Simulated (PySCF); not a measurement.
# CH₅F₄PSi₂: electronic excitations

Aim: predict the electronic excitations of CH₅F₄PSi₂ (`FC[Si@@H](P)[Si](F)(F)F`).

Computed with PySCF 2.14.0, with density-fitted response routines of our own, on a single molecule in the gas phase. Atoms count from 0, in the outputs and in this text.

## (1) The starting structure

13 atoms, charge 0, multiplicity 1; geometry from: GFN2-xTB.

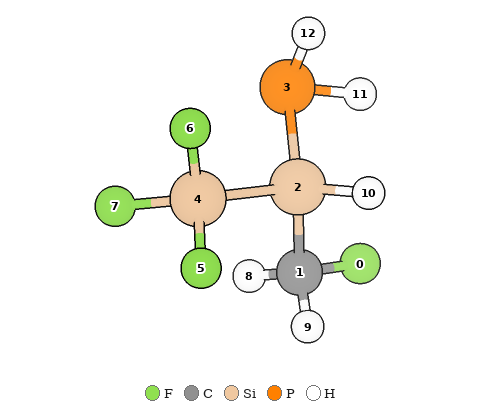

The starting geometry (fluorine green, carbon grey, silicon light orange, phosphorus orange, hydrogen white), atoms numbered.

## (2) TDDFT and polarisability: wB97X-D/def2-SVPD

What the job is given:

```
{"job": {"kind": "uv", "xc": "wB97X-D", "basis": "def2-SVPD", "nstates": 8, "ntriplets": 3}, "charge": 0, "multiplicity": 1}
F      2.734472     0.363351     0.255393
C      1.710005    -0.531481     0.020738
Si     0.070787     0.258393     0.658263
P     -0.097017     2.159581    -0.521003
Si    -1.661932    -1.183729     0.289733
F     -1.613269    -2.557164     1.088145
F     -3.065304    -0.580821     0.728070
F     -1.939881    -1.679329    -1.194378
H      1.708558    -0.717828    -1.056906
H      1.983880    -1.455219     0.535307
H      0.258768     0.397251     2.118696
H      0.960553     2.780143     0.126544
H     -1.054009     2.747339     0.297895
```

Level: TDDFT wB97X-D/def2-SVPD, vertical, gas phase, core orbitals frozen in the response.

On the command line:

```sh
$ OMP_NUM_THREADS=1 python probes_run.py task.json out
```

The driver reads the jobs from task.json and runs them one after another.

Standard output:

```text
coarse grid: 13408 points
cycle   1  E = -1359.9405462719  dE =  6.684e-01  |g| = 9.309e-01  |ddm| = 4.731e+00
cycle   2  E = -1359.9121790546  dE =  2.837e-02  |g| = 1.109e+00  |ddm| = 2.401e+00
cycle   3  E = -1360.1078052610  dE = -1.956e-01  |g| = 5.089e-02  |ddm| = 9.005e-01
cycle   4  E = -1360.1084427403  dE = -6.375e-04  |g| = 1.905e-02  |ddm| = 1.182e-01
cycle   5  E = -1360.1085309078  dE = -8.817e-05  |g| = 9.993e-03  |ddm| = 6.111e-02
cycle   6  E = -1360.1085488551  dE = -1.795e-05  |g| = 1.711e-03  |ddm| = 1.347e-02
cycle   7  E = -1360.1085499210  dE = -1.066e-06  |g| = 5.052e-04  |ddm| = 5.334e-03
final grid: 120264 points
cycle   8  E = -1360.2757151248  dE = -1.120e-04  |g| = 1.069e-02  |ddm| = 1.342e-01
cycle   9  E = -1360.2757131671  dE =  1.958e-06  |g| = 1.238e-02  |ddm| = 2.653e-02
cycle  10  E = -1360.2757359512  dE = -2.278e-05  |g| = 4.839e-04  |ddm| = 8.143e-03
cycle  11  E = -1360.2757360455  dE = -9.427e-08  |g| = 3.347e-04  |ddm| = 2.332e-03
cycle  12  E = -1360.2757360696  dE = -2.417e-08  |g| = 9.100e-05  |ddm| = 6.568e-04
cycle  13  E = -1360.2757360715  dE = -1.837e-09  |g| = 2.374e-05  |ddm| = 2.040e-04
cycle  14  E = -1360.2757360717  dE = -2.249e-10  |g| = 5.882e-06  |ddm| = 9.151e-05
converged SCF energy = -1360.2757360717

Static polarisability (au): isotropic 89.659, principal 77.335 88.887 102.755

Singlet excitations
state   eV       nm        f      main configurations
  1   6.0579    204.7   0.06894   H->L 0.82, H->L+1 0.09
  2   6.6101    187.6   0.01030   H->L+1 0.86, H->L 0.09
  3   7.0132    176.8   0.04216   H->L+3 0.70, H->L+4 0.09
  4   7.1559    173.3   0.03966   H-1->L 0.88
  5   7.2916    170.0   0.01436   H->L+2 0.75, H-2->L 0.09
  6   7.4689    166.0   0.01653   H-1->L+1 0.90
  7   7.4991    165.3   0.16770   H-2->L 0.63
  8   7.8583    157.8   0.04073   H->L+4 0.45, H-2->L+1 0.32

Triplet excitations (Tamm-Dancoff, eV): 5.4278 5.9398 6.3624
```

Wall time 88 s (1 thread of Intel Xeon at 2.70GHz, shared host); peak memory 0.95 GiB.

Frontier orbitals and where they lie:

```
orbital      eV                         atoms
 HOMO−3  -12.26    F0 30 %, C1 21 %, Si2 11 %
 HOMO−2  -11.57   Si2 27 %, P3 20 %, Si4 18 %
 HOMO−1  -11.07    C1 30 %, F0 26 %, Si2 20 %
   HOMO  -10.02    P3 66 %, Si2 14 %, H11 7 %
   LUMO    0.39   Si2 28 %, Si4 21 %, P3 18 %
 LUMO+1    0.81  Si2 33 %, Si4 23 %, H10 10 %
 LUMO+2    1.57   P3 21 %, Si2 20 %, Si4 17 %
```

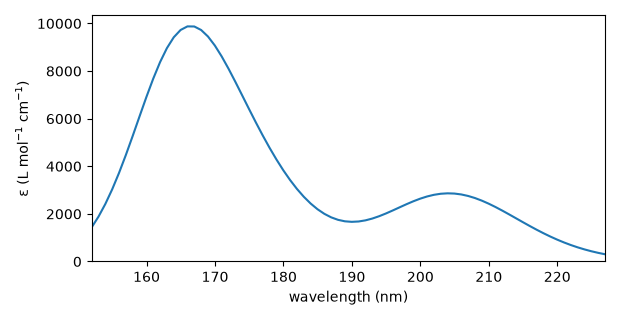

Absorption spectrum: each of the 8 states is a Gaussian band of 0.4 eV half-width at 1/e. Beyond the last state computed it falls off for lack of states.

Further results of this job:

```
           property  computed
  dipole moment (D)      2.08
polarisability (Å³)     13.29
 HOMO–LUMO gap (eV)     10.41
      −ε(HOMO) (eV)     10.02
```

## (3) Outcome

```
                                quantity                        value
      lowest singlet (wB97X-D/def2-SVPD)  6.06 eV (205 nm), f = 0.069
brightest single state of those computed  state 7, 7.50 eV, f = 0.168
                          lowest triplet                      5.43 eV
```

The lowest singlet, at 6.06 eV, is HOMO→LUMO 0.82, HOMO→LUMO+1 0.09 and is bright; of the 8 states computed, the strongest absorption comes from state 7 at 7.50 eV. The lowest triplet lies 0.63 eV below the lowest singlet (triplets in Tamm-Dancoff, singlets in full TDDFT).
